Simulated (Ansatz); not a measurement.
Response to strain in Si

Consider Si (space group P6_3/mmc, No. 194; a cell from a computed database, its experimental status unchecked).

```xyz
4
Lattice="3.8320 0.0000 0.0000 -1.9160 3.3186 0.0000 0.0000 0.0000 6.3417" Properties=species:S:1:pos:R:3 pbc="T T T"
Si     0.0000     2.2124     0.4000
Si     1.9160     1.1062     5.9416
Si     1.9160     1.1062     3.5708
Si     0.0000     2.2124     2.7708
```

Cartesian axes are those of the cell as printed.

Strains are applied to the cell and any free atomic positions relax; under biaxial strain the out-of-plane vector relaxes too.

The values are results of plane-wave PAW DFT at the r2SCAN level (Ansatz, a program for electronic structure, 500 eV), without spin-orbit coupling, earlier PAW set, not measurements.

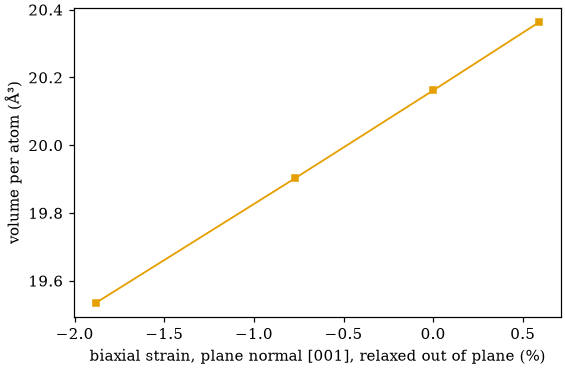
Figure. Volume per atom against biaxial strain, plane normal [001], relaxed out of plane

**Question.** From the plot, what is the volume per atom for biaxial strain −0.77 %, plane normal [001], relaxed out of plane?

**Answer.** About 19.90 Å³.

**Question.** Is the trend monotonic over the range shown?

**Answer.** Yes, it rises throughout, spanning 19.54 Å³ to 20.36 Å³.

Whether these cells are dynamically stable was not tested. This is not the structure that Si has at room temperature and ambient pressure.
